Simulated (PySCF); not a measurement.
C2H8OSi2, SMILES `C1C[SiH2][SiH2]O1`.

Level of theory: M06-2X/def2-SVP (PySCF), at a geometry from GFN2-xTB. No frequency check shows the geometry to be a minimum.

The calculation's input:

```python
import numpy as np
from pyscf import gto, scf, dft, lo
from pyscf.data.elements import chemcore

def solve(mol, dm0=None, hcore=None):
    mf = (dft.UKS if mol.spin else dft.RKS)(mol, xc='m062x')
    mf.grids.level = 3
    mf = mf.density_fit(auxbasis='def2-universal-jkfit')
    mf.conv_tol, mf.max_cycle = 1e-8, 80
    if hcore is not None:
        mf.get_hcore = lambda *args: hcore
    mf.kernel(dm0)
    if not mf.converged:
        mf = mf.newton().run(mf.mo_coeff, mf.mo_occ, max_cycle=30)
    assert mf.converged, 'SCF not converged'
    return mf

mol = gto.M(atom='''
C      0.00018     1.60209     0.23768
C      1.28128     0.92301    -0.24887
Si     1.09414    -0.96120     0.06620
Si    -1.20301    -0.74264    -0.02643
O     -1.15631     0.89113    -0.11488
H     -0.10486     2.60321    -0.19489
H      0.03154     1.70859     1.33051
H      1.38743     1.10051    -1.32014
H      2.13564     1.38567     0.24131
H      1.83851    -1.69206    -0.96363
H      1.70034    -1.28325     1.36625
H     -1.96613    -1.11186    -1.21404
H     -1.93664    -1.13668     1.18420
''', basis='def2-svp', charge=0, spin=0, verbose=4)
mf = solve(mol)
occ_all = mf.mo_coeff[:, mf.mo_occ > 0]
occ = occ_all[:, chemcore(mol):]
pm = lo.PM(mol, occ, pop_method='meta_lowdin')
loc = pm.kernel()
for _ in range(5):
    new, stable = pm.stability_jacobi(return_status=True)
    if stable:
        break
    loc = pm.kernel(new)
fock, s = mf.get_fock(), mf.get_ovlp()
ortho = lo.orth_ao(mol, 'meta_lowdin')
labels = mol.ao_labels(fmt=None)
vir = loc[:, :0]
both = np.hstack([loc, vir])
p = (ortho.T @ s @ both) ** 2
pop = np.array([p[[l[0] == a for l in labels]].sum(0) for a in range(mol.natm)])
spd = np.array([[p[[l[0] == a and l[2][-1] == k for l in labels]].sum(0) for k in 'spd'] for a in range(mol.natm)])
eps = np.einsum('pi,pq,qi->i', both, fock, both)
for i in np.argsort(eps):
    top = np.argsort(-pop[:, i])[:3]
    print('%3d %s %9.4f Eh ' % (i + 1, 'occ' if i < loc.shape[1] else 'vir', eps[i]), '  '.join('%s%d %.3f' % (mol.atom_symbol(a), a + 1, pop[a, i]) for a in top))
np.savez('result.npz', c=both, nocc=loc.shape[1], pop=pop, spd=spd, eps=eps, e=mf.e_tot)
```

Command:

```sh
OMP_NUM_THREADS=1 python input.py
```

The run took 15 s on 1 thread of Intel(R) Xeon(R) 6975P-C (Granite Rapids), on a shared host, peak memory 0.53 GiB.

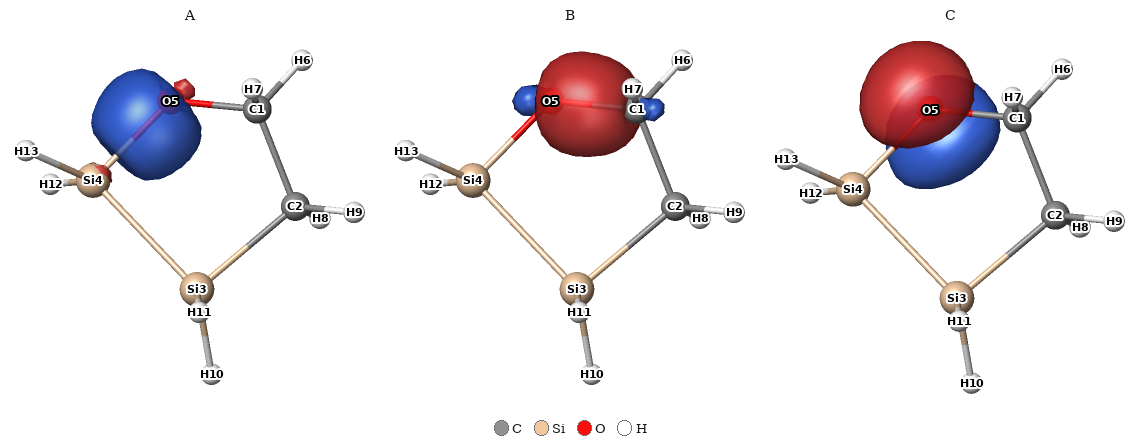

Pipek–Mezey orbitals, occupied; each surface holds about 80 % of the orbital's density. Energies are diagonal elements of the Fock matrix.

> What does each orbital represent in a Lewis picture?

By panel:
- A: σ bond O5–Si4 (O5 76 %, Si4 23 %; −21.9 eV)
- B: σ bond O5–C1 (O5 64 %, C1 36 %; −21.9 eV)
- C: lone pair on O5 (p-type) (O5 94 %; −11.1 eV)
